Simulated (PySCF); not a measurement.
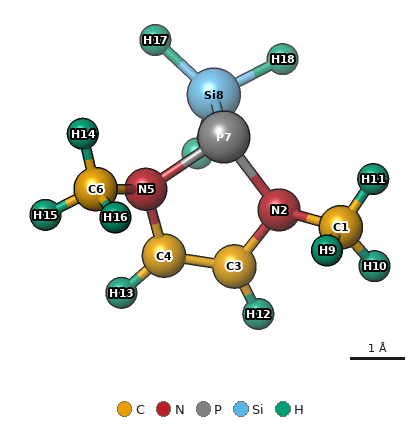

Fig. 1: The structure as given in the input (ball-and-stick view, seen at a tilt; atoms are numbered from 1 in the order of the input). Bond lengths as drawn: C–C 1.35 Å, C–H 1.09 to 1.11 Å, C–N 1.41 to 1.45 Å, H–Si 1.49 to 1.50 Å, N–P 1.76 Å and P–Si 2.29 Å.

## Two runs on C$_{4}$H$_{11}$N$_{2}$PSi

System: C$_{4}$H$_{11}$N$_{2}$PSi.
Method of the first run: GIAO PBE0/pcSseg-1 NMR shielding, non-relativistic, IEF-PCM dichloromethane (PySCF 2.14.0).

The geometry comes from this level: PBE0-D3(BJ)/def2-SVP. Text and figures count atoms from 1; the logs count them from 0 in places.

## The input, the first run
```
{"job": {"kind": "nmr", "xc": "PBE0", "basis": "pcSseg-1", "solvent": "dichloromethane", "pop": false}, "charge": 0, "multiplicity": 1}
C      2.100773    -1.110998    -1.049598
N      0.966763    -0.823653    -0.195549
C      1.173285     0.022055     0.913823
C      0.267558     1.006262     1.060483
N     -0.747582     1.037285     0.083337
C     -1.059122     2.309876    -0.534056
P     -0.606296    -0.431850    -0.869995
Si    -1.822576    -1.754766     0.546707
H      2.505696    -0.217136    -1.563291
H      2.909943    -1.552275    -0.446072
H      1.816924    -1.850483    -1.811388
H      2.014457    -0.172346     1.583289
H      0.254751     1.743865     1.866350
H     -1.927305     2.200075    -1.198882
H     -1.331086     3.038119     0.246897
H     -0.221195     2.734280    -1.121007
H     -3.270214    -1.398917     0.410147
H     -1.643567    -3.185849     0.145928
H     -1.393822    -1.574762     1.965049
```

The first line tells a small driver script what to run in PySCF; the rest is the geometry in Å.

Command:
```bash
OMP_NUM_THREADS=1 python <driver script> task.json out
```

Hardware: 1 CPU thread, shared host.

## Output (the first run)
```
coarse grid: 16536 points
cycle   1  E = -898.6680998492  dE =  8.935e-01  |g| = 3.169e-01  |ddm| = 4.008e+00
cycle   2  E = -898.6705897700  dE = -2.490e-03  |g| = 3.092e-01  |ddm| = 6.608e-01
cycle   3  E = -898.6931833021  dE = -2.259e-02  |g| = 7.156e-02  |ddm| = 3.583e-01
cycle   4  E = -898.6941202297  dE = -9.369e-04  |g| = 2.697e-02  |ddm| = 7.346e-02
cycle   5  E = -898.6942690689  dE = -1.488e-04  |g| = 5.657e-03  |ddm| = 2.419e-02
cycle   6  E = -898.6942761238  dE = -7.055e-06  |g| = 9.225e-04  |ddm| = 6.855e-03
final grid: 149760 points
cycle   7  E = -898.7378709783  dE = -2.651e-05  |g| = 7.562e-03  |ddm| = 2.545e-02
cycle   8  E = -898.7378651833  dE =  5.795e-06  |g| = 9.073e-03  |ddm| = 1.566e-02
cycle   9  E = -898.7378854117  dE = -2.023e-05  |g| = 1.116e-03  |ddm| = 8.886e-03
cycle  10  E = -898.7378856611  dE = -2.494e-07  |g| = 1.870e-04  |ddm| = 9.211e-04
cycle  11  E = -898.7378856675  dE = -6.497e-09  |g| = 5.787e-05  |ddm| = 1.951e-04
cycle  12  E = -898.7378856681  dE = -5.487e-10  |g| = 3.325e-05  |ddm| = 8.432e-05
cycle  13  E = -898.7378856684  dE = -2.581e-10  |g| = 5.616e-06  |ddm| = 3.450e-05
converged SCF energy = -898.7378856684

GIAO shielding tensors (ppm)
atom      isotropic    diamagn.    paramagn.     s11        s22        s33       span
  0 C      144.066     242.784     -98.718    122.893    124.270    185.035     62.142
  1 N      211.643     332.675    -121.032    151.246    171.000    312.683    161.437
  2 C       53.102     254.133    -201.032    -40.350     88.344    111.310    151.660
  3 C       52.854     254.116    -201.262    -40.839     87.800    111.602    152.441
  4 N      211.535     332.734    -121.199    150.701    170.459    313.446    162.745
  5 C      144.195     242.747     -98.552    123.007    124.508    185.069     62.062
  6 P      208.850     969.101    -760.251     97.779    263.822    264.951    167.171
  7 Si     439.823     880.721    -440.898    421.181    432.495    465.793     44.612
  8 H       28.872      28.812       0.060     24.419     26.679     35.517     11.098
  9 H       28.554      28.148       0.406     23.868     26.412     35.382     11.513
 10 H       28.722      28.766      -0.044     24.110     26.361     35.695     11.586
 11 H       25.534      32.095      -6.561     23.443     25.870     27.289      3.846
 12 H       25.518      32.096      -6.578     23.447     25.864     27.241      3.794
 13 H       28.717      28.771      -0.054     24.102     26.364     35.686     11.584
 14 H       28.545      28.143       0.402     23.856     26.408     35.370     11.514
 15 H       28.866      28.796       0.070     24.407     26.664     35.526     11.119
 16 H       27.926      29.130      -1.204     24.529     25.953     33.296      8.767
 17 H       27.921      29.115      -1.194     24.524     25.924     33.315      8.792
 18 H       27.233      29.615      -2.382     22.565     27.770     31.364      8.799
```

The input of the second run differs as follows (lines with − go, lines with + come):
```diff
-"solvent": "dichloromethane"
-"pop": false
+"solvent": "cyclohexane"
+"pop": true
```

How does the second run compare with the first run?

The total energy of the second run is 1.7 kcal/mol higher: the change of the electrostatic solvation energy at this fixed geometry, without cavity or dispersion terms. The dipole moment goes from 2.11 to 1.92 D. Of all shieldings, the largest change is that of Si8, by −0.7 ppm. The number of SCF iterations is the same.

## Output (the second run)
```
coarse grid: 16536 points
cycle   1  E = -898.6647593795  dE =  8.966e-01  |g| = 3.207e-01  |ddm| = 4.008e+00
cycle   2  E = -898.6660038075  dE = -1.244e-03  |g| = 3.206e-01  |ddm| = 6.779e-01
cycle   3  E = -898.6904077735  dE = -2.440e-02  |g| = 7.470e-02  |ddm| = 3.847e-01
cycle   4  E = -898.6914493217  dE = -1.042e-03  |g| = 2.703e-02  |ddm| = 7.773e-02
cycle   5  E = -898.6915975719  dE = -1.483e-04  |g| = 6.189e-03  |ddm| = 2.462e-02
cycle   6  E = -898.6916059059  dE = -8.334e-06  |g| = 1.258e-03  |ddm| = 7.623e-03
final grid: 149760 points
cycle   7  E = -898.7352237448  dE = -2.601e-05  |g| = 7.686e-03  |ddm| = 2.553e-02
cycle   8  E = -898.7352166744  dE =  7.070e-06  |g| = 9.412e-03  |ddm| = 1.650e-02
cycle   9  E = -898.7352386350  dE = -2.196e-05  |g| = 1.175e-03  |ddm| = 9.653e-03
cycle  10  E = -898.7352389147  dE = -2.797e-07  |g| = 2.277e-04  |ddm| = 1.040e-03
cycle  11  E = -898.7352389229  dE = -8.197e-09  |g| = 1.219e-04  |ddm| = 2.982e-04
cycle  12  E = -898.7352389262  dE = -3.283e-09  |g| = 3.356e-05  |ddm| = 1.327e-04
cycle  13  E = -898.7352389265  dE = -2.647e-10  |g| = 6.256e-06  |ddm| = 4.206e-05
converged SCF energy = -898.7352389265

GIAO shielding tensors (ppm)
atom      isotropic    diamagn.    paramagn.     s11        s22        s33       span
  0 C      143.772     242.706     -98.934    122.760    124.117    184.439     61.679
  1 N      211.842     332.624    -120.782    151.523    170.766    313.237    161.714
  2 C       53.156     254.139    -200.983    -40.058     88.635    110.891    150.949
  3 C       52.927     254.126    -201.200    -40.523     88.130    111.172    151.695
  4 N      211.765     332.686    -120.921    150.997    170.270    314.029    163.032
  5 C      143.901     242.670     -98.769    122.868    124.359    184.475     61.607
  6 P      208.367     969.037    -760.670     93.634    265.099    266.368    172.734
  7 Si     439.097     880.677    -441.580    420.713    431.254    465.325     44.613
  8 H       28.897      28.862       0.035     24.458     26.717     35.515     11.057
  9 H       28.644      28.259       0.385     23.976     26.520     35.436     11.459
 10 H       28.777      28.852      -0.075     24.179     26.429     35.723     11.545
 11 H       25.656      32.148      -6.492     23.591     26.028     27.349      3.758
 12 H       25.641      32.150      -6.509     23.598     26.024     27.302      3.705
 13 H       28.772      28.858      -0.087     24.170     26.431     35.714     11.544
 14 H       28.635      28.255       0.380     23.964     26.516     35.425     11.461
 15 H       28.891      28.847       0.044     24.447     26.702     35.525     11.078
 16 H       27.911      29.107      -1.197     24.522     25.937     33.273      8.751
 17 H       27.905      29.092      -1.187     24.516     25.908     33.292      8.776
 18 H       27.162      29.514      -2.351     22.515     27.687     31.285      8.770
```

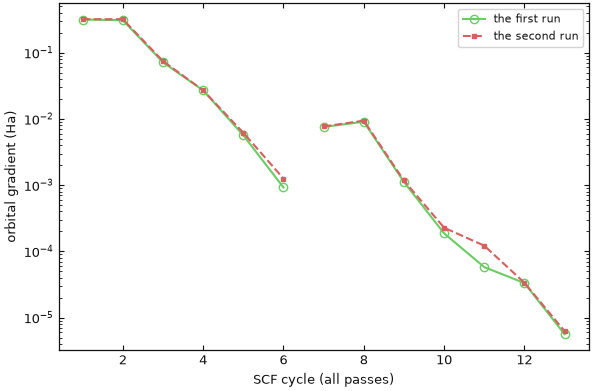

Fig. 2: Convergence of the two runs: orbital gradient against the SCF cycle. A break in a curve parts two SCF passes (coarse and final grid). The first run takes 13 cycles in all, and the second run takes 13.

## The two runs side by side

```csv
quantity,the first run,the second run
outcome,converged,converged
total energy (hartree),−898.737886,−898.735239
HOMO (eV),−5.16,−5.14
LUMO (eV),−0.14,−0.14
dipole moment (D),2.11,1.92
shielding of C1 (ppm),144.1,143.8
shielding of N2 (ppm),211.6,211.8
shielding of N5 (ppm),211.5,211.8
shielding of C6 (ppm),144.2,143.9
shielding of P7 (ppm),208.9,208.4
shielding of Si8 (ppm),439.8,439.1
shielding of H13 (ppm),25.5,25.6
SCF iterations,13,13
basis functions,205,205
wall time (shared host),33 s,35 s
```
